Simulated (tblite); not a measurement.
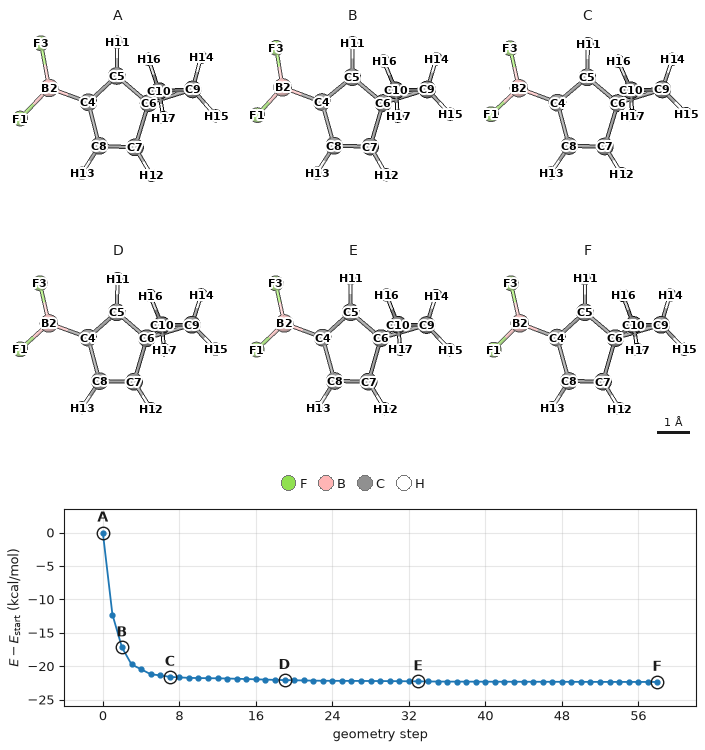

Frames of a relaxation of C7H7BF2, marked on the history of the run. Style: ball-and-stick. Shown at a tilt.

The calculation used GFN2-xTB geometry optimisation, gas phase in tblite 0.8.0. 

**What happens along the run?**

Over 58 geometry steps the energy falls by 22.3 kcal/mol. The largest move after the best rigid fit is that of F1, 0.22 Å. Largest moves by element: F 0.22 Å, H 0.21 Å, C 0.18 Å, B 0.08 Å. Among the contacts that change: B2–F3 1.464 → 1.325 Å, F1–B2 1.444 → 1.323 Å, C9–C10 1.534 → 1.476 Å, C10–H16 1.118 → 1.079 Å. Bond angles that change, for instance: H14–C9–H15 123.3° → 114.4°, H16–C10–H17 122.2° → 114.4°, C5–C6–C10 115.1° → 122.0°. The run took 0.4 s on 1 thread of Arm Neoverse V1, with other jobs on the host. From step 0 to 2: F3 moves most (0.15 Å), energy −17.2 kcal/mol. From step 2 to 7: B2 moves most (0.06 Å), energy −4.40 kcal/mol. From step 7 to 19: H13 moves most (0.09 Å), energy −0.48 kcal/mol. From step 19 to 33: H11 moves most (0.09 Å), energy −0.19 kcal/mol. From step 33 to 58: F1 moves most (0.12 Å), energy −0.09 kcal/mol.
